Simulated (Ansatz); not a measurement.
Input file:

```
crystal:
  periodic: [false, false, false]
  atoms:
    - {symbol: Cu, position_ang: [1.051071, 0.272503, -0.512295]}
    - {symbol: Cu, position_ang: [-1.051123, -0.272468, 0.512281]}
    - {symbol: H, position_ang: [-0.291142, -0.625176, -0.929923]}
    - {symbol: H, position_ang: [0.291193, 0.625141, 0.929937]}
basis:
  gaussian: {orbitals: def2-TZVP, initial_orbitals: start.molden}
magnetization: {spin_polarized: true, initial_magnetization: 2}
hamiltonian: {xc: pbe0, dispersion: d4}
output: {orbitals: {seedname: orbitals}}
```

Run with:

```sh
ansatz run in.yaml --threads 4 --pin off --events-out ev --progress --plain --max-ram 3916MiB
```

Geometry: PBE0-D4/def2-TZVP.

Computed with UKS PBE0-D4/def2-TZVP in Ansatz.

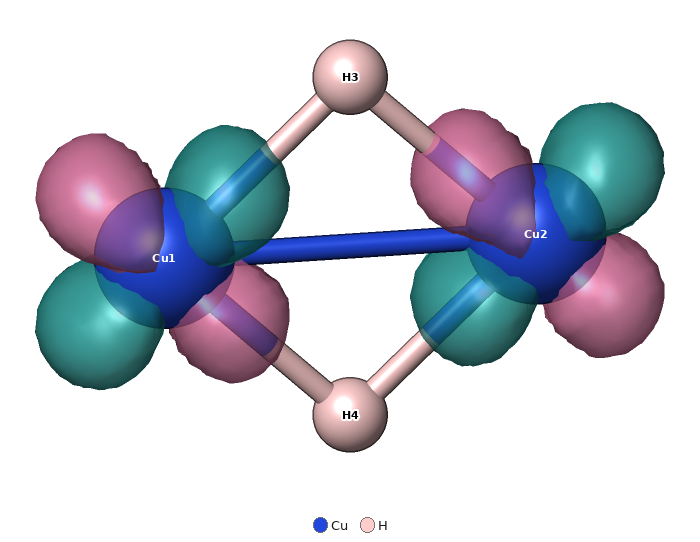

Cu₂H₂ (triplet). One frontier orbital at ±0.2 Å⁻³ᐟ² (teal and pink are the two phases), seen at a tilt.

Which orbital is it: HOMO (β) or LUMO (β)?

Answer. The HOMO (β), at −7.50 eV. Its weight (Hirshfeld) is mainly on Cu1 (about 50 %) and Cu2 (about 50 %); it is gerade (even under inversion).
